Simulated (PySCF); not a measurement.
BFH$_{2}$, SMILES `FB`.

PySCF calculation, B3LYP/def2-SVPD, gas phase; geometry: GFN2-xTB. No frequency check shows the geometry to be a minimum.

Geometry (Å), atoms numbered from 1:

```
F1      -0.6384    0.0000    0.0000
B2       0.6668    0.0000    0.0000
H3       1.2056   -1.0405    0.0000
H4       1.2056    1.0405    0.0000
```

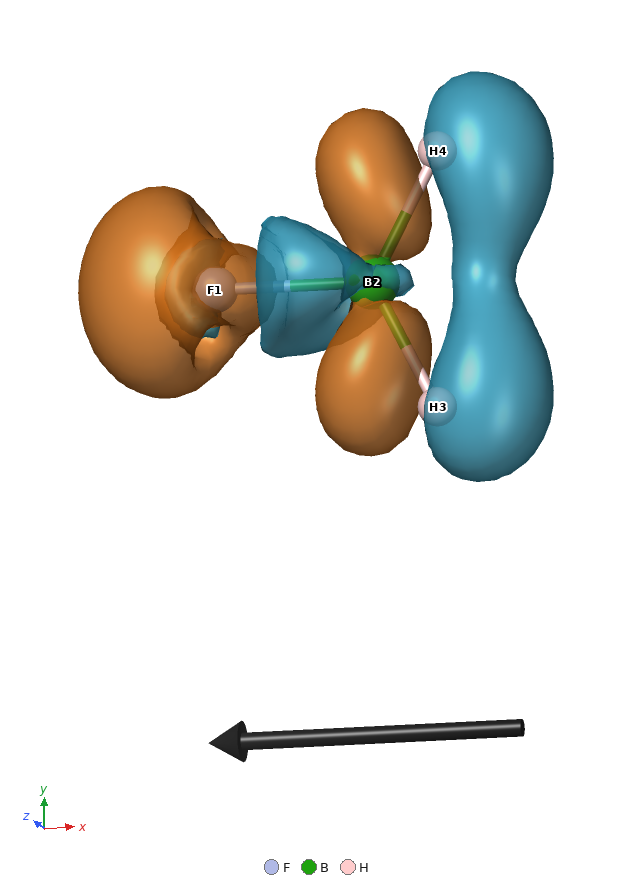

Change of the electron density in a uniform field of 0.21 V/Å along −x (arrow), surfaces at ±0.0015 e/Å³ (light blue: gain, orange: loss).

The field was applied in both directions; the picture shows the one opposite to the script's first.

**What dipole is induced, and what polarisability does it imply?**

The induced dipole is 0.18 D (along the field); α along this axis, from the fields in both directions, is 18 bohr³ (2.6 Å³).
